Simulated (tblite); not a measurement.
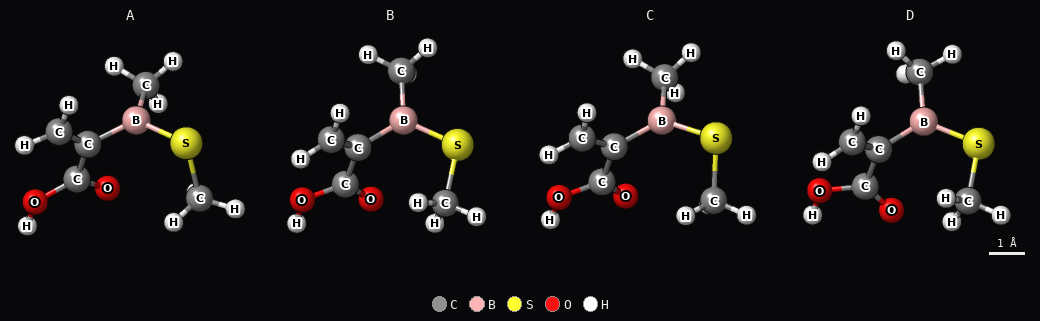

4 geometries from one relaxation of C5H9BO2S, in shuffled order. A ball-and-stick model, seen face on.

Method: tblite, GFN2-xTB geometry optimisation, gas phase. 

Put them in the order of the run, from the start to the converged end.

A, C, B, D. They are steps 0, 25, 48, 139, at +129.6 kJ/mol, +35.4 kJ/mol, +2.41 kJ/mol relative to the last. The energy falls by 129.6 kJ/mol in 139 geometry steps. The largest moves after the best rigid fit, 1.29 Å, are those of H atoms. By element the largest moves are H 1.29 Å, S 1.19 Å, O 0.66 Å, B 0.58 Å, C 0.50 Å. Some distances before and after: B–S 1.872 → 1.764 Å, C–O 1.388 → 1.341 Å, C–O 1.254 → 1.208 Å, H–O 1.009 → 0.970 Å. Among the angles between lasting bonds that change: C–O–H 123.8° → 110.0°, C–C–O 123.5° → 113.1°, C–C–O 116.6° → 125.1°. Groups turn about B–S by about 75°, C–C by about 35°, B–C by about 25°.
